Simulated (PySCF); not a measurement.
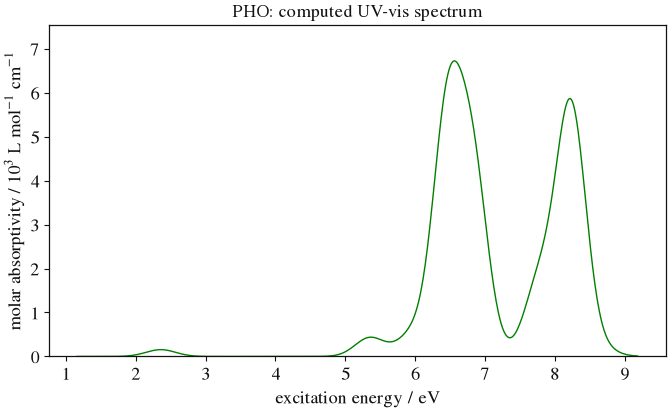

Computed absorption of PHO, SMILES O=P. Vertical TDDFT excitations, PBE0/aug-cc-pVTZ in PySCF 2.14.0, at a PBE0-D3(BJ)/def2-SVP geometry (no frequency check), gas phase. Only the first 10 singlet excitations are included; each is broadened by a Gaussian of 1/e half-width 0.30 eV.

> Where is the lowest singlet, and is it bright?

S1 lies at 2.36 eV (526 nm) with f = 0.003, mainly HOMO → LUMO (99 %); it is dark or nearly so.

> List the transitions behind the spectrum.

```
state  E (eV)  λ (nm)      f        main character
   S1    2.36     526  0.003    HOMO → LUMO (99 %)
   S2    5.35     232  0.008  HOMO−1 → LUMO (98 %)
   S3    5.96     208  0.009  HOMO → LUMO+1 (67 %)
   S4    6.47     192  0.101  HOMO → LUMO+2 (73 %)
   S5    6.61     188  0.000  HOMO−3 → LUMO (99 %)
   S6    6.83     181  0.074  HOMO−2 → LUMO (78 %)
   S7    7.77     160  0.026  HOMO → LUMO+3 (98 %)
   S8    7.84     158  0.004  HOMO → LUMO+4 (99 %)
   S9    8.23     151  0.105  HOMO → LUMO+5 (88 %)
  S10    8.69     143  0.003  HOMO → LUMO+6 (97 %)
```

Note: states above the negative HOMO energy depend on the basis; core orbitals are frozen in the response.
